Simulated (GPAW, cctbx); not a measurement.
## Bonding in RbZnBr3 as X-rays see it

Question: by how much does bonding change the X-ray structure factors of RbZnBr3, how firmly does DFT give the change, and what does a routine refinement make of it?

The start was made by putting kin elements into a known structure type; the compound need not exist, or be stable, in this form. All numbers below are calculated.

**1. Find the equilibrium geometry**

The density hangs on the geometry, so cell and atoms are relaxed first, with the symmetry held. The cutoff is set higher than for the density because stress converges slowly with plane waves.

Settings: GPAW 26.7.0, PBE, 570 eV, 3×3×3 k-points, Fermi–Dirac width 0.05 eV, BFGS to 0.03 eV/Å.

```text
cell
1.0
     4.904500000    5.276500000    0.000000000
     4.904500000   -5.276500000    0.000000000
    -4.904500000    0.000000000   -5.317000000
Rb Br Zn
2 6 2
Direct
0.250000000 0.750000000 0.500000000
0.750000000 0.250000000 0.500000000
0.251500000 0.251500000 0.000000000
0.748500000 0.748500000 0.000000000
0.783500000 0.216500000 0.000000000
0.278500000 0.278500000 0.557000000
0.721500000 0.721500000 0.443000000
0.216500000 0.783500000 0.000000000
0.000000000 0.000000000 0.000000000
0.500000000 0.500000000 0.000000000
```

```console
$ OMP_NUM_THREADS=1 mpirun -n 4 gpaw python run.py > gpaw.log
```

```text
BFGS:    0      -24.562481        1.515916
BFGS:    1      -24.700078        1.362927
BFGS:    2      -25.225618        0.821217
BFGS:    3      -25.319446        0.606900
...
BFGS:   15      -25.544260        0.079922
BFGS:   16      -25.547370        0.037688
BFGS:   17      -25.547510        0.024017
cell  7.6684 7.6684 7.6646  120.17 120.17 89.73
volume 317.777 A^3, largest force 0.012 eV/A, largest stress 0.12 GPa
```

The cell moved far, while the k-mesh and basis were chosen for the start, so the final shape may be somewhat biased.

After 17 steps the volume has changed by +15.5 % and the energy by -0.985 eV; the largest stress left is 0.12 GPa. It took 9 min on 4 cores of Arm Neoverse V1 (shared host), peak memory 2.1 GiB.

Relaxed structure: Fmmm (no. 69), a = 10.8081 Å, b = 10.8190 Å, c = 10.8705 Å, α = 90.00°, β = 90.00°, γ = 90.00°.

| atom | mult. | x | y | z |
| --- | --- | --- | --- | --- |
| Rb1 | 8 | 3/4 | 1/4 | 1/4 |
| Br1 | 8 | 1/2 | 0 | 0.2540 |
| Br2 | 8 | 1/2 | 0.2738 | 0 |
| Br3 | 8 | 0.7229 | 0 | 0 |
| Zn1 | 4 | 0 | 0 | 0 |
| Zn2 | 4 | 1/2 | 0 | 0 |

**2. The all-electron density**

X-rays see the whole electron density, so the PAW density is rebuilt with its core regions. Subtracting spherical free atoms from the same code cancels the cores and leaves the deformation density Δρ, the part due to bonding.

Settings: PBE, 450 eV, 4×4×4 k-points, Fermi–Dirac width 0.05 eV; primitive cell of 10 atoms.

```console
$ OMP_NUM_THREADS=1 mpirun -n 4 gpaw python run.py > gpaw.log
```

```text
|iter:   1|       0s |  -26.806285 | +0.20 |       |
|iter:   2|       4s |  -26.598090 | -0.34 | -1.29 |
|iter:   3|       8s |  -25.536766 | -0.66 | -1.33 |
...
|iter:  10|      37s |  -25.508988c| -6.04 | -4.61c|
|iter:  11|      40s |  -25.508988c| -6.70 | -5.39c|
|iter:  12|      44s |  -25.508988c| -7.65c| -5.70c|
```

```text
grid (80, 80, 80)  electrons 344.000  moved by bonding 1.689 e
deformation density beyond 0.5 A of the nuclei: max 0.073, min -0.097 e/A^3
atom        x       y       z   Voronoi charge  moment
Rb1    0.7500  0.2500  0.5000      0.206       0.00
Rb2    0.2500  0.7500  0.5000      0.206       0.00
Br3    0.2460  0.2460  0.4920     -0.239       0.00
Br4    0.7540  0.7540  0.5080     -0.239       0.00
Br5    0.7738  0.2262  0.0000     -0.191       0.00
Br6    0.7230  0.7230  0.0000     -0.182       0.00
Br7    0.2770  0.2770  0.0000     -0.182       0.00
Br8    0.2262  0.7738  0.0000     -0.191       0.00
Zn9    0.0000  0.0000  0.0000      0.404       0.00
Zn10   0.5000  0.5000  0.0000      0.408       0.00
mean inner potential of superposed free atoms 11.532 V
total magnetic moment 0.000 muB
```

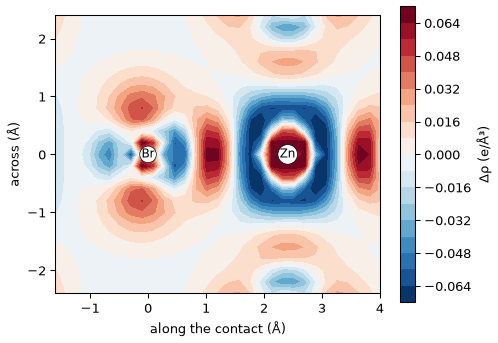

Deformation density in a plane through the shortest contact of the Br atom at the origin; red gains electrons, blue loses them.

Br gains most (-0.20 e) and Zn loses most (+0.41 e), in averages over each element's sites; Br is the most electronegative element, but the order of the others doesn't follow electronegativity. Such charges fall far short of formal ones, since overlapping free atoms already put density on their neighbours. Along the shortest contact from the Br atom at the map's origin, Br–Zn at 2.41 Å, Δρ is +0.07 e/Å³ at the midpoint and highest, +0.07, 1.09 Å from Br (points within 0.5 Å of a nucleus left out): a modest build-up. Point values carry grid noise of about 0.01 e/Å³. The run needed 12 iterations, 58 s.

**3. Structure factors**

The Fourier components of Δρ, added to those of the free atoms, give the static X-ray structure factors; the Mott–Bethe relation turns them into the Fourier components V of the potential that fast electrons feel.

```text
static structure factors of the conventional cell: F in electrons, V (Mott-Bethe) in volts
   h  k  l      d  |F| table  |F| free   |F| DFT   change   |V| free  |V| DFT  change %
   1  1  1  6.2541     1.274     1.274     1.295    0.021     0.009    0.006        -
   0  0  2  5.4352   214.417   214.202   213.229   -0.973     1.082    1.185      9.6
   0  2  0  5.4095   225.572   225.358   224.961   -0.397     1.164    1.206      3.6
   2  0  0  5.4041   228.948   228.735   228.519   -0.216     1.189    1.211      1.9
   0  2  2  3.8342   238.268   238.416   235.372   -3.044     1.608    1.769     10.0
   2  0  2  3.8322   241.471   241.618   238.686   -2.932     1.629    1.784      9.5
   2  2  0  3.8232   252.047   252.191   249.610   -2.582     1.698    1.834      8.0
   1  1  3  3.2744    22.993    23.002    23.173    0.171     0.149    0.143     -4.4
   1  3  1  3.2632   138.186   138.242   139.319    1.076     0.895    0.854     -4.6
   3  1  1  3.2608   158.516   158.581   159.836    1.255     1.027    0.979     -4.7
   2  2  2  3.1271   730.232   730.729   734.038    3.310     4.813    4.697     -2.4
   0  0  4  2.7176  1121.948  1122.038  1122.434    0.397     6.726    6.715     -0.2
   0  4  0  2.7048  1082.184  1082.239  1082.575    0.337     6.471    6.462     -0.1
   4  0  0  2.7020  1070.662  1070.707  1071.014    0.306     6.398    6.390     -0.1
```

The largest X-ray change is +3.31 e on 222, 0.5 % of |F|. For electrons V goes as (Z − F)/g², so a change of F counts against Z − F, which is small at low angle and wherever the atoms' terms cancel: |V| of 022 moves by +10.0 % (1.61 to 1.77 V) against -1.3 % in |F|. The tabulated Hartree–Fock atoms differ from the free DFT atoms by up to 0.50 e, so the choice of reference atom matters too.

**4. The functional ladder**

The same geometry is run with other functionals, to see whether the bonding signal is larger than the spread between approximations. Free atoms are LDA for LDA and PBE otherwise. Any other changed setting is in the row's label.

```
   run  ΔF 222 (e)  ΔF 022 (e)  ΔF 202 (e)  q(Br) (e)  moved (e)  time
   PBE      +3.310      -3.044      -2.932     -0.204      1.689  58 s
   LDA      +2.848      -2.931      -2.822     -0.191      1.539  55 s
revPBE      +3.612      -3.094      -2.979     -0.214      1.856  61 s
```

At the base's settings ΔF(222) spans +2.848 to +3.612 e, a spread of 23 % of the PBE value; over the three listed reflections the spread is at most 23 %, so sign and size hold across the functionals. Times are from shared hosts.

**5. Refining ordinary atoms against data with bonding**

Routine crystallography fits spherical atoms. To see the bias, intensities are simulated from tabulated atoms plus the DFT change ΔF, so that bonding alone can misfit (20802 reflections of the full sphere, merged to the counts below, to 0.4 Å, 1 % proportional noise plus counting noise, assumed isotropic U as listed, Δρ smeared by the mean U) and refined with cctbx over different ranges.

```
                    range  data      R1  GooF  U Rb1 (true 0.0089)  U Br1 (true 0.0091)  U Br2 (true 0.0091)  U Br3 (true 0.0091)  largest shift (Å)  Δρ max, min (e/Å³)
                 all data  2826  0.0098  0.94               0.0089               0.0091               0.0091               0.0091             0.0002         0.51, -0.49
 low resolution, d > 0.84   334  0.0047  1.02               0.0089               0.0091               0.0090               0.0090             0.0002         0.15, -0.14
     high order, d < 0.75  2367  0.0130  0.93               0.0089               0.0091               0.0091               0.0091             0.0002         0.46, -0.53
occupancies free, d > 0.7   554  0.0049  0.96               0.0089               0.0092               0.0091               0.0090             0.0001         0.17, -0.19
```

With all data GooF is 0.94, so at this noise the bonding hardly shows; the top residual peak lies 0.38 Å from Br and 2.38 Å from Zn. No U is off by more than 3 s.u. at low resolution. With Rb1 held at 1 and the scale free, the other occupancies refine to Br1 1.003(0.001), Br2 1.002(0.001), Br3 1.000(0.001) and Zn1 0.999(0.002), within three s.u. of full.

**6. Answer**

Bonding moves 1.69 e in the primitive cell of RbZnBr3 and changes the structure factors of the conventional cell in the table above by at most 3.31 e (222, 0.5 %), and among reflections above 2 % of the strongest by up to 1.3 % (022). The shortest bond, Br–Zn, has Δρ = +0.07 e/Å³ at its midpoint. At the base's settings ΔF(222) spans +2.848 to +3.612 e, a spread of 23 % of the PBE value; over the three listed reflections the spread is at most 23 %, so sign and size hold across the functionals. With all data GooF is 0.94, so at this noise the bonding hardly shows. Limits: static density, frozen cores, no spin–orbit coupling.

[Outputs are excerpts: Python notices, other lines and further rows are left out; steps that failed or that the build refused (PBEsol, TPSS) are not shown.]

[Logs are printed without paths, hosts, clocks, repeated set-up lines and the standing remarks that a program may print on its own settings, such as how far it seeks lower states.]
